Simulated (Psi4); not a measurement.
**triplet CH3AlO: levels of theory compared**

We compute a comparison of 4 runs (UBLYP/def2-TZVP, UPBE/def2-TZVP, USVWN5/def2-TZVP, UTPSS/def2-TZVP) of triplet CH3AlO. 

The calculation is run with Psi4 1.11.

1 further run of the same task is left out (set aside as unsound or not needed).

## Step 1: The structure to begin with

CH3AlO has 6 atoms, charge 0, and is taken as a triplet. As SMILES of the parent species, `[H][Al]([H])([H])<-[C-]#[O+]`. The shape comes from GFN2-xTB, which is rough for such elements, and wasn't checked as a minimum. That shape belongs to the parent species and isn't relaxed for this state.

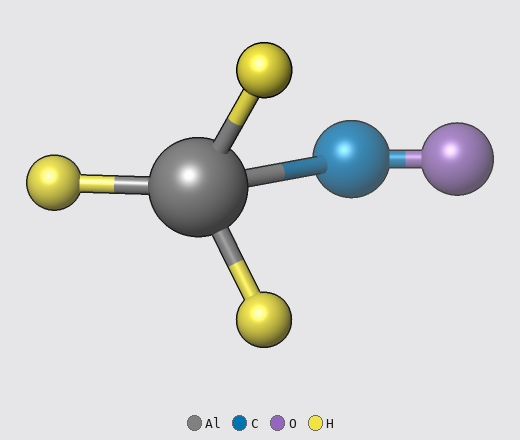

The structure, seen from a chosen angle (aluminium grey, carbon blue, oxygen purple, hydrogen yellow).

## Step 2: Energy and forces at UBLYP/def2-TZVP (run 1)

Contents of ch3alo.xyz:

```xyz
6
CH3AlO
Al    -0.199510    -0.012510    -0.765670
C      0.178800     0.454460     1.239830
O      0.582630    -0.003390     2.185370
H      1.364860    -0.193790    -0.688020
H     -0.782320     0.784950    -1.953560
H     -1.144460    -1.029730    -0.017950
```

Contents of calc.py:

```python
import psi4

psi4.set_memory('1600 MB')
psi4.set_num_threads(1)
psi4.set_output_file('run.log', False)

with open('ch3alo.xyz') as f:
    atoms = ''.join(f.readlines()[2:])
m = psi4.geometry('0 3\n' + atoms + 'symmetry c1\nno_reorient\nno_com')

psi4.set_options({
    'reference': 'uks',
    'puream': True,
    'e_convergence': 1e-09,
    'd_convergence': 1e-08,
    'scf_type': 'pk',
    'dft_radial_points': 99,
    'dft_spherical_points': 590,
    'maxiter': 200,
})

energy_value, wavefunction = psi4.gradient('blyp/def2-TZVP', return_wfn=True)
psi4.oeprop(wavefunction, 'LOWDIN_CHARGES', 'WIBERG_LOWDIN_INDICES', 'MULLIKEN_CHARGES', title='BLYP')
print('gradient / Eh bohr^-1')
print(energy_value.np.round(6))
print(f'energy = {wavefunction.energy():.10f} Eh')
for k, v in sorted(psi4.core.scalar_variables().items()):
    print(f'{k:45s} {v:18.10f}')
```

Launch:

```console
python calc.py
```

run.log:

```text
[...]
  Running in c1 symmetry.
[...]
  Nuclear repulsion =   81.517240259074100
[...]
  Multiplicity = 3
[...]
  Nalpha       = 16
  Nbeta        = 14
[...]
    Number of basis functions: 117
[...]
   @UKS iter   1:  -357.12260542299924   -1.42449e-01   6.26036e-03 DIIS/ADIIS
[...]
   @UKS iter  18:  -357.37993923299001   -2.38742e-12   2.60836e-09 DIIS
[...]
   @S^2 Observed:                2.006130087E+00
[...]
  @UKS Final Energy:  -357.37993923299001
   => Energetics <=
    Nuclear Repulsion Energy =             81.5172402590741001
    One-Electron Energy =                -654.9178776369943762
    Two-Electron Energy =                 249.7084063481166538
    DFT Exchange-Correlation Energy =     -33.6877082031864319
    Empirical Dispersion Energy =           0.0000000000000000
    VV10 Nonlocal Energy =                  0.0000000000000000
    Total Energy =                       -357.3799392329900115
[...]
 Multipole Moments:
 ------------------------------------------------------------------------------------
     Multipole            Electronic (a.u.)      Nuclear  (a.u.)        Total (a.u.)
 ------------------------------------------------------------------------------------
 L = 1.  Multiply by 2.5417464519 to convert [e a0] to [Debye]
 Dipole X            :         -5.1320866            4.8722620           -0.2598246
 Dipole Y            :         -3.9965552            3.9654769           -0.0310783
 Dipole Z            :        -24.2719135           23.2600720           -1.0118416
 Magnitude           :                                                    1.0451306
[...]
  -Total Gradient:
     Atom            X                  Y                   Z
    ------   -----------------  -----------------  -----------------
       1       -0.008331741608     0.006074801158    -0.023437410621
       2        0.056858261111    -0.068680978201     0.127685840020
       3       -0.054250851664     0.063883803047    -0.123968513794
       4       -0.018087718375    -0.002440618237     0.008593974990
       5        0.006027556168    -0.008332739159     0.012110038550
       6        0.017783999495     0.009494410999    -0.000987424469
[...]
```

On the terminal:

```text
gradient / Eh bohr^-1
[[-0.008332  0.006075 -0.023437]
 [ 0.056858 -0.068681  0.127686]
 [-0.054251  0.063884 -0.123969]
 [-0.018088 -0.002441  0.008594]
 [ 0.006028 -0.008333  0.01211 ]
 [ 0.017784  0.009494 -0.000987]]
energy = -357.3799392330 Eh
CURRENT ENERGY                                   -357.3799392330
CURRENT REFERENCE ENERGY                         -357.3799392330
DD SOLVATION ENERGY                                 0.0000000000
DFT FUNCTIONAL TOTAL ENERGY                      -357.3799392330
DFT TOTAL ENERGY                                 -357.3799392330
DFT VV10 ENERGY                                     0.0000000000
DFT XC ENERGY                                     -33.6877082032
GRID ELECTRONS ALPHA                               16.0000001885
GRID ELECTRONS BETA                                14.0000001030
GRID ELECTRONS TOTAL                               30.0000002915
NUCLEAR REPULSION ENERGY                           81.5172402591
ONE-ELECTRON ENERGY                              -654.9178776370
PCM POLARIZATION ENERGY                             0.0000000000
PE ENERGY                                           0.0000000000
SCF ITERATION ENERGY                             -357.3799392330
SCF ITERATIONS                                     18.0000000000
SCF TOTAL ENERGY                                 -357.3799392330
TWO-ELECTRON ENERGY                               249.7084063481
XC GRID RADIAL POINTS                              99.0000000000
XC GRID SPHERICAL POINTS                          590.0000000000
XC GRID TOTAL POINTS                           336368.0000000000
```

Wall time 33 s (1 thread of Intel Xeon 6975P-C (Granite Rapids), shared host); peak memory 0.71 GiB.

## Step 3: Energy and forces at UPBE/def2-TZVP (run 2)

Contents of calc.dat:

```
memory 1600 mb

molecule geom {
  0 3
  Al    -0.199510    -0.012510    -0.765670
  C      0.178800     0.454460     1.239830
  O      0.582630    -0.003390     2.185370
  H      1.364860    -0.193790    -0.688020
  H     -0.782320     0.784950    -1.953560
  H     -1.144460    -1.029730    -0.017950
  units angstrom
  symmetry c1
}

set basis def2-TZVP
set reference uks
set puream true
set e_convergence 1e-09
set d_convergence 1e-08
set scf_type pk
set dft_radial_points 99
set dft_spherical_points 590
set maxiter 200

energy_value = gradient('pbe')
```

Launch:

```console
psi4 calc.dat calc.out -n 1
```

calc.out:

```text
[...]
  Running in c1 symmetry.
[...]
  Nuclear repulsion =   81.517240259074100
[...]
  Multiplicity = 3
[...]
  Nalpha       = 16
  Nbeta        = 14
[...]
    Number of basis functions: 117
[...]
   @UKS iter   1:  -356.89255003635395   -1.51489e-01   5.91073e-03 ADIIS/DIIS
[...]
   @UKS iter  18:  -357.12725865135246   -1.70530e-12   3.43598e-09 DIIS
[...]
   @S^2 Observed:                2.005543694E+00
[...]
  @UKS Final Energy:  -357.12725865135246
   => Energetics <=
    Nuclear Repulsion Energy =             81.5172402590741001
    One-Electron Energy =                -654.9005280421054067
    Two-Electron Energy =                 249.6676926311691602
    DFT Exchange-Correlation Energy =     -33.4116634994903663
    Empirical Dispersion Energy =           0.0000000000000000
    VV10 Nonlocal Energy =                  0.0000000000000000
    Total Energy =                       -357.1272586513524629
[...]
 Multipole Moments:
 ------------------------------------------------------------------------------------
     Multipole            Electronic (a.u.)      Nuclear  (a.u.)        Total (a.u.)
 ------------------------------------------------------------------------------------
 L = 1.  Multiply by 2.5417464519 to convert [e a0] to [Debye]
 Dipole X            :          0.2731497           -0.5186576           -0.2455079
 Dipole Y            :          0.5640212           -0.5500844            0.0139368
 Dipole Z            :          1.7339823           -2.6358589           -0.9018766
 Magnitude           :                                                    0.9347994
[...]
  -Total Gradient:
     Atom            X                  Y                   Z
    ------   -----------------  -----------------  -----------------
       1       -0.008259818407     0.007087859695    -0.021925312970
       2        0.054751939606    -0.066024576086     0.123088114588
       3       -0.052064648536     0.061853533798    -0.118288856138
       4       -0.019069452789    -0.002671321169     0.006853906726
       5        0.006837181361    -0.009840659648     0.013263190296
       6        0.017804076887     0.009594562811    -0.002994475154
[...]
```

Run time: 35 s. Hardware: 1 thread of Intel Xeon 6975P-C (Granite Rapids), shared host; peak memory 0.71 GiB.

## Step 4: Energy and forces at USVWN5/def2-TZVP (run 3)

Contents of ch3alo.py:

```python
import psi4

psi4.set_memory(1600000000)
psi4.set_num_threads(1)
psi4.core.set_output_file('output.dat', False)

geom = psi4.geometry("""
0 3
Al    -0.199510    -0.012510    -0.765670
C      0.178800     0.454460     1.239830
O      0.582630    -0.003390     2.185370
H      1.364860    -0.193790    -0.688020
H     -0.782320     0.784950    -1.953560
H     -1.144460    -1.029730    -0.017950
symmetry c1
""")

options = {'basis': 'def2-TZVP', 'reference': 'uks', 'puream': True, 'e_convergence': 1e-09, 'd_convergence': 1e-08, 'scf_type': 'pk', 'dft_radial_points': 99, 'dft_spherical_points': 590, 'maxiter': 200}
psi4.set_options(options)

E, wfn = psi4.gradient("scf", dft_functional={"name": "SVWN5", "x_functionals": {"LDA_X": {}}, "c_functionals": {"LDA_C_VWN": {}}}, return_wfn=True)
psi4.oeprop(wfn, "LOWDIN_CHARGES", "QUADRUPOLE", "MAYER_INDICES")
print('gradient / Eh bohr^-1')
print(E.np.round(6))
print(f'energy = {wfn.energy():.10f} Eh')
```

Launch:

```console
python ch3alo.py
```

output.dat:

```text
[...]
  Running in c1 symmetry.
[...]
  Nuclear repulsion =   81.517240259074100
[...]
  Multiplicity = 3
[...]
  Nalpha       = 16
  Nbeta        = 14
[...]
    Number of basis functions: 117
[...]
   @UKS iter   1:  -355.18577810152533   -1.12773e-01   5.99002e-03 ADIIS/DIIS
[...]
   @UKS iter  18:  -355.43181200658125   -1.70530e-12   2.15892e-09 DIIS
[...]
   @S^2 Observed:                2.003791038E+00
[...]
  @UKS Final Energy:  -355.43181200658125
   => Energetics <=
    Nuclear Repulsion Energy =             81.5172402590741001
    One-Electron Energy =                -654.7384873993462406
    Two-Electron Energy =                 249.4205812338847181
    DFT Exchange-Correlation Energy =     -31.6311461001938525
    Empirical Dispersion Energy =           0.0000000000000000
    VV10 Nonlocal Energy =                  0.0000000000000000
    Total Energy =                       -355.4318120065812536
[...]
  -Total Gradient:
     Atom            X                  Y                   Z
    ------   -----------------  -----------------  -----------------
       1       -0.009259535903     0.007342704608    -0.025389845527
       2        0.048344845628    -0.056863969365     0.110459366182
       3       -0.044640353964     0.054197809762    -0.099955522560
       4       -0.017813748112    -0.003206248874     0.005672731660
       5        0.006668269011    -0.009744438728     0.012755402764
       6        0.016700285254     0.008271808547    -0.003545919538
[...]
 Multipole Moments:
 ------------------------------------------------------------------------------------
     Multipole            Electronic (a.u.)      Nuclear  (a.u.)        Total (a.u.)
 ------------------------------------------------------------------------------------
 L = 1.  Multiply by 2.5417464519 to convert [e a0] to [Debye]
 Dipole X            :          0.2650808           -0.5186576           -0.2535768
 Dipole Y            :          0.5757352           -0.5500844            0.0256509
 Dipole Z            :          1.7179396           -2.6358589           -0.9179193
 Magnitude           :                                                    0.9526463
 L = 2.  Multiply by 1.3450342976 to convert [e a0^2] to [Debye ang]
 Quadrupole XX       :        -44.2800125           24.9635808          -19.3164317
 Quadrupole XY       :         -2.3317995            2.2369631           -0.0948364
[...]
```

The script printed:

```text
gradient / Eh bohr^-1
[[-0.00926   0.007343 -0.02539 ]
 [ 0.048345 -0.056864  0.110459]
 [-0.04464   0.054198 -0.099956]
 [-0.017814 -0.003206  0.005673]
 [ 0.006668 -0.009744  0.012755]
 [ 0.0167    0.008272 -0.003546]]
energy = -355.4318120066 Eh
```

Run time: 25 s. Hardware: 1 thread of Intel Xeon 6975P-C (Granite Rapids), shared host; peak memory 0.71 GiB.

## Step 5: Energy and forces at UTPSS/def2-TZVP (run 4)

Contents of ch3alo.inp:

```
memory 1.6 GB

molecule m {
  0 3
  Al    -0.199510    -0.012510    -0.765670
  C      0.178800     0.454460     1.239830
  O      0.582630    -0.003390     2.185370
  H      1.364860    -0.193790    -0.688020
  H     -0.782320     0.784950    -1.953560
  H     -1.144460    -1.029730    -0.017950
  symmetry c1
  no_reorient
  no_com
}

set {
  reference            uks
  puream               true
  e_convergence        1e-09
  d_convergence        1e-08
  scf_type             pk
  dft_radial_points    99
  dft_spherical_points 590
  maxiter              200
}

e_tot, wfn = gradient("tpss/def2-TZVP", return_wfn=True)
oeprop(wfn, "LOWDIN_CHARGES", "QUADRUPOLE", "MAYER_INDICES")
print_variables()
```

Launch:

```console
psi4 -i ch3alo.inp -o ch3alo.out -n 1
```

ch3alo.out:

```text
[...]
  Running in c1 symmetry.
[...]
  Nuclear repulsion =   81.517240259074100
[...]
  Multiplicity = 3
[...]
  Nalpha       = 16
  Nbeta        = 14
[...]
    Number of basis functions: 117
[...]
   @UKS iter   1:  -357.22353028880303   -2.06827e-01   5.76738e-03 DIIS/ADIIS
[...]
   @UKS iter  18:  -357.43921173034209   -2.27374e-12   4.40168e-09 DIIS
[...]
   @S^2 Observed:                2.009140223E+00
[...]
  @UKS Final Energy:  -357.43921173034209
   => Energetics <=
    Nuclear Repulsion Energy =             81.5172402590741001
    One-Electron Energy =                -654.9899909099119668
    Two-Electron Energy =                 249.7973405313787794
    DFT Exchange-Correlation Energy =     -33.7638016108830428
    Empirical Dispersion Energy =           0.0000000000000000
    VV10 Nonlocal Energy =                  0.0000000000000000
    Total Energy =                       -357.4392117303420946
[...]
  -Total Gradient:
     Atom            X                  Y                   Z
    ------   -----------------  -----------------  -----------------
       1       -0.008447525193     0.004082195389    -0.026255690711
       2        0.056555587549    -0.065418543011     0.130590301175
       3       -0.053823125357     0.062488135051    -0.124100466704
       4       -0.017854928014    -0.002725865809     0.008626942826
       5        0.005760058730    -0.007564418034     0.012043860458
       6        0.017808490329     0.009139433815    -0.000909144737
[...]
 Multipole Moments:
 ------------------------------------------------------------------------------------
     Multipole            Electronic (a.u.)      Nuclear  (a.u.)        Total (a.u.)
 ------------------------------------------------------------------------------------
 L = 1.  Multiply by 2.5417464519 to convert [e a0] to [Debye]
 Dipole X            :         -5.1253781            4.8722620           -0.2531161
 Dipole Y            :         -4.0311394            3.9654769           -0.0656625
 Dipole Z            :        -24.2884547           23.2600720           -1.0283827
 Magnitude           :                                                    1.0611081
 L = 2.  Multiply by 1.3450342976 to convert [e a0^2] to [Debye ang]
 Quadrupole XX       :        -45.0977421           25.7459118          -19.3518303
 Quadrupole XY       :         -2.9907141            2.8714810           -0.1192332
[...]
```

It took 70 s on 1 thread of Intel Xeon 6975P-C (Granite Rapids), shared host; peak memory 0.71 GiB.

## Step 6: Overview of the runs

```tsv
run	level	energy (Eh)	dipole moment (D)	HOMO energy (eV)	⟨S²⟩	wall time
1	UBLYP/def2-TZVP	-357.379939	2.66	-2.25	2.006	33 s
2	UPBE/def2-TZVP	-357.127259	2.38	-2.44	2.006	35 s
3	USVWN5/def2-TZVP	-355.431812	2.42	-2.52	2.004	25 s
4	UTPSS/def2-TZVP	-357.439212	2.70	-2.45	2.009	70 s
```

## Step 7: Summary of results

| quantity | value |
| --- | --- |
| run 4: total energy | -357.43921 Eh |
| run 4: dipole moment | 2.70 D |
| run 4: HOMO energy (highest over α and β) | -2.45 eV |
| run 4: ⟨S²⟩ | 2.009 |
| run 4: largest force on an atom | 8.054 eV/Å |

The dipole moment (its size) runs from 2.38 D (UPBE/def2-TZVP) to 2.70 D (UTPSS/def2-TZVP). Totals of different functionals can't be ranked against each other. All runs together took 2.7 min, the longest 70 s.
